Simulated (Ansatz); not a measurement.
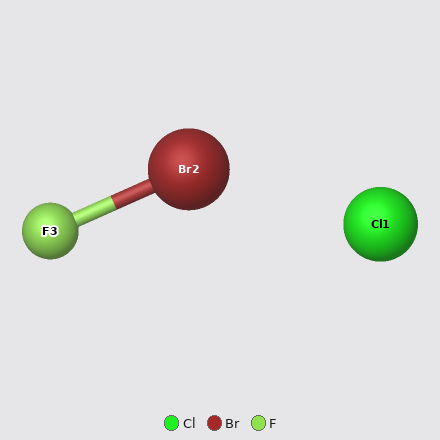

The system is Cl⁻ + BrF; the picture shows the reference structure. The first coordinate is: distance Cl1–Br2; the second: distance Br2–F3. Nothing is relaxed (the angle Cl1–Br2–F3 is fixed at 140 degrees). The scan uses a 17 × 17 grid. Points are written as (first, second). Energies: kcal/mol, counted from the lowest grid point. The reference is spin-restricted, so regions where a bond is pulled apart into radicals lie too high. Theory: RKS PBE0-D4/def2-SVPD in Ansatz.

Its coordinates:

```xyz
3

Cl   -2.5950    0.0000    0.0000
Br    0.0000    0.0000    0.0000
F     1.5083    1.2656    0.0000
```

Range: distance Cl1–Br2 from 1.776 to 4.176 Å; distance Br2–F3 from 1.440 to 3.840 Å.

**What landscape does the calculation give?**

The lowest grid point is at (2.595 Å, 1.969 Å). It is the only kind of minimum in the scanned range. The highest grid point, (1.776 Å, 1.440 Å), lies 265 kcal/mol above the lowest. Round the minimum the valley is somewhat tilted: raising distance Cl1–Br2 shifts the best value of distance Br2–F3 downwards (coupling k₁₂/√(k₁₁k₂₂) about 0.5).

```tsv
distance Br2–F3 ↓, distance Cl1–Br2 →	1.841	2.048	2.305	2.595	2.912	3.251	3.608	3.983
3.647	69	35	28	36	49	62	71	77
3.272	67	31	24	32	44	56	66	72
2.915	64	27	18	25	37	48	57	62
2.576	61	22	11	15	26	36	43	49
2.259	63	21	5	5	12	20	27	32
1.969	78	29	6	0	3	8	13	17
1.712	118	60	27	13	10	12	15	18
1.505	194	127	84	63	56	55	56	58
```

The table holds every second grid line.

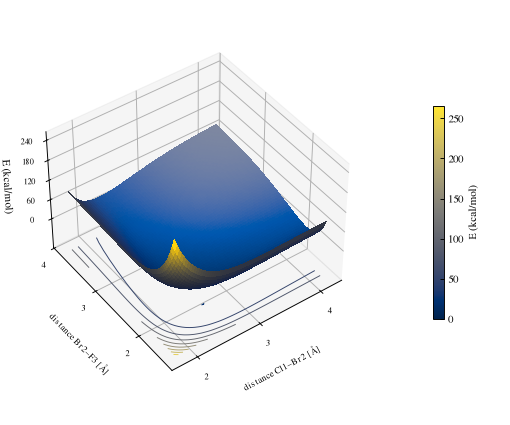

In the figure: a relief with its contours projected below, any walls above the top of the colour scale cut off. Between grid points the surface is interpolated.

Each point was launched as `ansatz run input.yaml --threads 1 --pin off --max-ram 2560MiB --backend cpu --events-out ev --progress --plain --runs-dir out`. Time for the 289 points that were run: 25 min on 1 thread of Arm Neoverse V2 (shared host).
